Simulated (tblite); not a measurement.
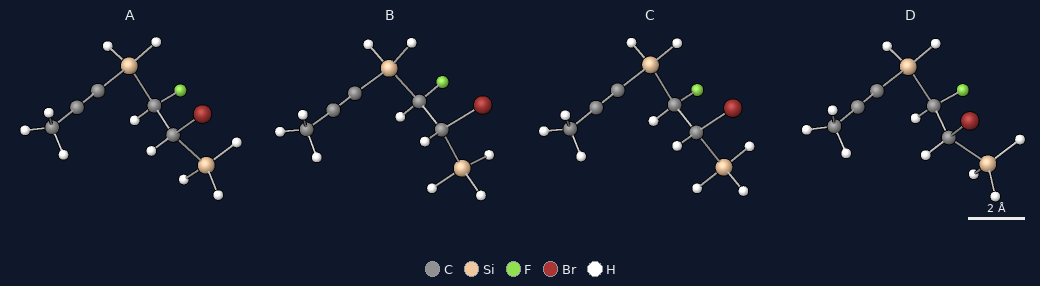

4 geometries from one relaxation of C$_{5}$H$_{10}$BrFSi$_{2}$, in shuffled order. Style: ball-and-stick. Shown at a tilt.

Computed with GFN2-xTB geometry optimisation, gas phase in tblite. 

Question: Put them in the order of the run, from the start to the converged end.

Answer: B, C, A, D. They are steps 0, 60, 86, 130, at +0.335 eV, +0.036 eV, +0.018 eV relative to the last. Over 130 geometry steps the energy falls by 0.335 eV. The largest move after the best rigid fit is that of the Br atom, 1.47 Å. Largest moves by element: Br 1.47 Å, H 1.16 Å, C 0.55 Å, F 0.29 Å, Si 0.26 Å. Near-neighbour distances that change, for instance: Br–Si 3.720 → 3.366 Å, C–Si 1.869 → 1.933 Å, C–Si 1.856 → 1.918 Å, C–Si 1.880 → 1.840 Å. Among the angles between lasting bonds that change: C–Si–C 111.7° → 104.7°, H–Si–H 106.3° → 112.7°, C–Si–H 111.5° → 105.9°. Groups turn about C–C by about 30°.
